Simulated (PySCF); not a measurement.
**SnCl2 (SMILES [Cl][Sn][Cl]) at HF/def2-TZVP (core potential)**

Aim: the vertical singlet–triplet gap of SnCl2 at HF/def2-TZVP (core potential), from 2 runs. The job is set up through a Python script.

The calculation is run with PySCF 2.14.0.

**1. The structure to begin with**

SnCl2: 3 atoms, total charge 0, spin state singlet. SMILES: `[Cl][Sn][Cl]`. Geometry: relaxed at PBE0-D4/def2-TZVP.

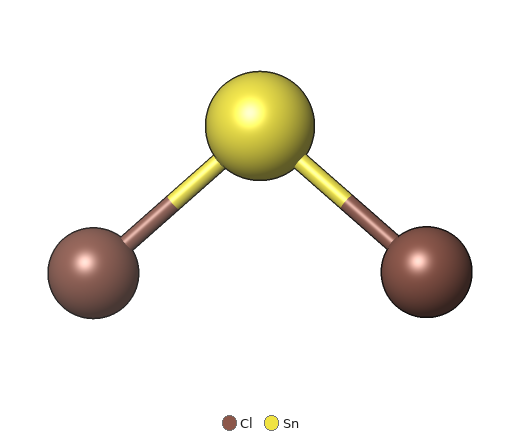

Viewed from a chosen angle; chlorine brown, tin yellow.

**2. The energy at HF/def2-TZVP (core potential)**

File job.py:

```python
from pyscf import gto, scf

molecule = gto.M(
    atom='''
Cl     2.181122     2.306789     1.428633
Sn    -1.505923     0.980579    -0.711671
Cl    -0.695797    -3.410011    -0.741906
''',
    max_memory=1860,
    ecp={'Sn': 'def2-svp'},
    unit='bohr',
    verbose=3,
    basis='def2-tzvp',
    charge=0,
)

mf = scf.RHF(molecule)
mf.conv_tol = 1e-10
mf.kernel()
if not mf.converged:
    mf = mf.newton().run(mf.mo_coeff, mf.mo_occ)

etot = mf.e_tot
print(f'total energy: {etot:.8f} hartree')
```

Started as:

```
$ OMP_NUM_THREADS=1 python job.py
```

Standard output:

```text
converged SCF energy = -1132.49648481974
total energy: -1132.49648482 hartree
```

Run time: 4.5 s. Hardware: 1 thread of Arm Neoverse V1, shared host; peak memory 0.33 GiB.

**3. The triplet, same level**

File input.py:

```python
from pyscf import gto

mol = gto.Mole()
mol.atom = 'Cl 1.154200 1.220700 0.756000; Sn -0.796900 0.518900 -0.376600; Cl -0.368200 -1.804500 -0.392600'
mol.basis = 'def2-tzvp'
mol.verbose = 4
mol.max_memory = 1860
mol.spin = 2
mol.ecp = {'Sn': 'def2-svp'}
mol.build()

mf = mol.UHF()
mf.conv_tol = 1e-10
mf.kernel()
if not mf.converged:
    mf = mf.newton().run(mf.mo_coeff, mf.mo_occ)

e_tot = mf.e_tot
print('Final energy', e_tot)
```

Started as:

```
$ OMP_NUM_THREADS=1 python input.py
```

Standard output:

```text
PySCF version 2.14.0

[INPUT] num. atoms = 3
[INPUT] num. electrons = 56
[INPUT] charge = 0
[INPUT] spin (= nelec alpha-beta = 2S) = 2
[INPUT] symmetry False subgroup None
[INPUT] Mole.unit = angstrom
[INPUT] Symbol           X                Y                Z      unit          X                Y                Z       unit  Magmom
[INPUT]  1 Cl     1.154200000000   1.220700000000   0.756000000000 AA    2.181121892973   2.306788680257   1.428632950171 Bohr   0.0
[INPUT]  2 Sn    -0.796900000000   0.518900000000  -0.376600000000 AA   -1.505922748666   0.980578886037  -0.711670858511 Bohr   0.0
[INPUT]  3 Cl    -0.368200000000  -1.804500000000  -0.392600000000 AA   -0.695797159065  -3.410010791778  -0.741906476504 Bohr   0.0

nuclear repulsion = 210.297974697663
number of shells = 42
number of NR pGTOs = 217
number of NR cGTOs = 124
basis = def2-tzvp
ecp = {'Sn': 'def2-svp'}

[... 20 lines left out ...]
WARN: HOMO -0.495702706598706 >= LUMO -0.691776484910542
[... 66 lines left out ...]
converged SCF energy = -1132.41401276574  <S^2> = 2.0132851  2S+1 = 3.0088437
Final energy -1132.4140127657445
```

It took 8.4 s on 1 thread of Arm Neoverse V1, shared host; peak memory 0.35 GiB.

**4. Outcome**

Level: HF/def2-TZVP (core potential).

```
                                        quantity           value
                           singlet: total energy  -1132.49648 Eh
                          singlet: dipole moment          3.46 D
                            singlet: HOMO energy       -10.29 eV
                            singlet: LUMO energy        -0.42 eV
                          singlet: HOMO–LUMO gap         9.87 eV
                           triplet: total energy  -1132.41401 Eh
                          triplet: dipole moment          3.41 D
     triplet: HOMO energy (highest over α and β)        -8.01 eV
      triplet: LUMO energy (lowest over α and β)        -2.29 eV
                                   triplet: ⟨S²⟩           2.013
vertical energy of the triplet above the singlet        2.244 eV
```

What this shows: At this shape the triplet lies 2.24 eV (52 kcal/mol) above the singlet. Mulliken charges (singlet) run from -0.47 on Cl1 to +0.93 on Sn2; they depend strongly on the basis.
